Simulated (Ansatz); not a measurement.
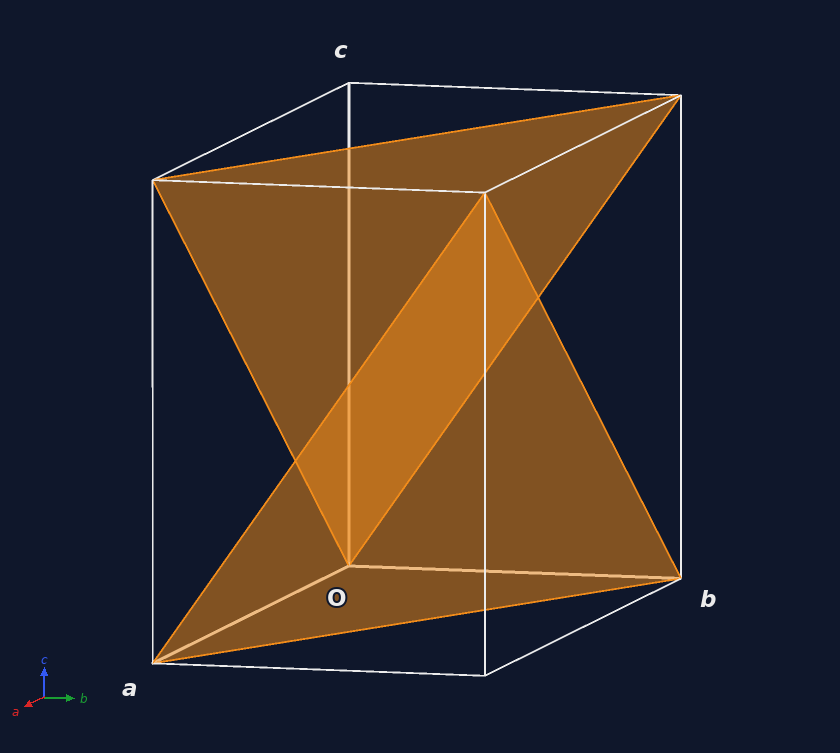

Crystal: Sc, the geometry relaxed at fixed volume with DFT HSE06, scalar-relativistic, plane waves, PAW in Ansatz 0.2.0. Every member of one family of equally spaced planes, hx + ky + lz = a whole number, that cuts the unit cell is shaded (one member passes through the origin O). Symmetry computed with spglib at a tolerance of 0.002 Å; standard conventional cell.

a = 3.327 Å, b = 3.327 Å, c = 5.159 Å, α = 90.00°, β = 90.00°, γ = 120.00°.

### Which (hkl) family is drawn?

(1 1 −1), in four indices (1 1 −2 −1); the opposite sign names the same planes. The member next to the origin meets the axes a at 1, b at 1, c at −1.

### What is the spacing?

d = 1.583 Å.

### The space group is No. 194, P6₃/mmc. How many reflections hkl are equivalent to this one (itself included), and does it occur?

12 reflections are equivalent in the Laue class 6/mmm. The reflection is systematically absent, by a glide plane.
